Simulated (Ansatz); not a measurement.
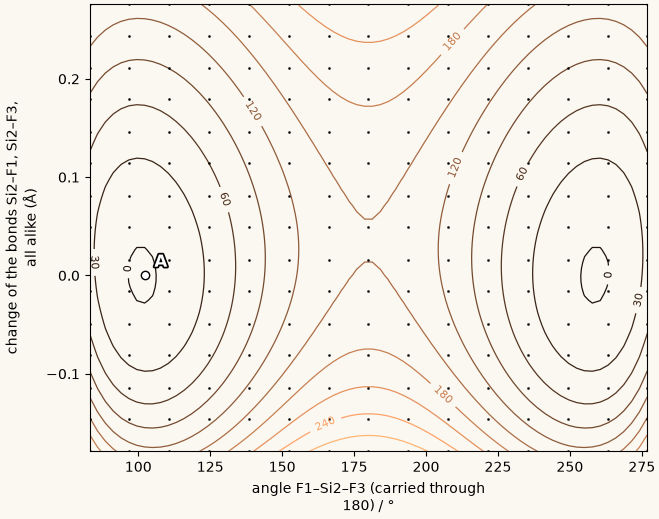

F2Si, SMILES F[Si]F. Coordinates scanned: (1) angle F1–Si2–F3 (carried through 180); (2) change of the bonds Si2–F1, Si2–F3, all alike. Nothing is relaxed (all other coordinates rigid). The scan uses a 15 × 15 grid; 120 points were computed and 105 follow by symmetry. Points are written as (first, second). All energies are given in kJ/mol relative to the lowest grid point. Computed with RKS PBE-D4/def2-TZVP in Ansatz.

The picture shows contour lines labelled in kJ/mol, dots at the grid points, the point A. Between grid points the surface is interpolated.

Question: What is the easiest way out of the well at A, and how high is the barrier?

Answer: The easiest path leads from the well at about (102°, 0.00 Å) to a well of about the same depth at about (258°, 0.00 Å). Its highest point lies about 151 kJ/mol above the bottom of the first well on the interpolated surface, at about (180°, 0.04 Å). The start is the relaxed structure and all else is held, so a fully relaxed path at this level can only be lower.

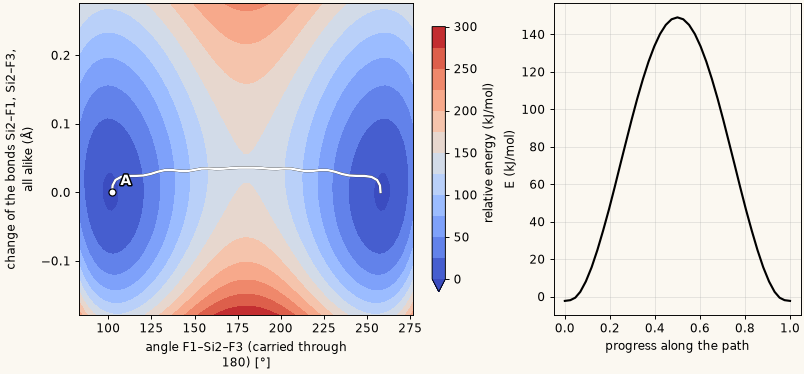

Drawn: filled contours, a line along the lowest path, the energy along the path at the right. Between grid points the surface is interpolated.
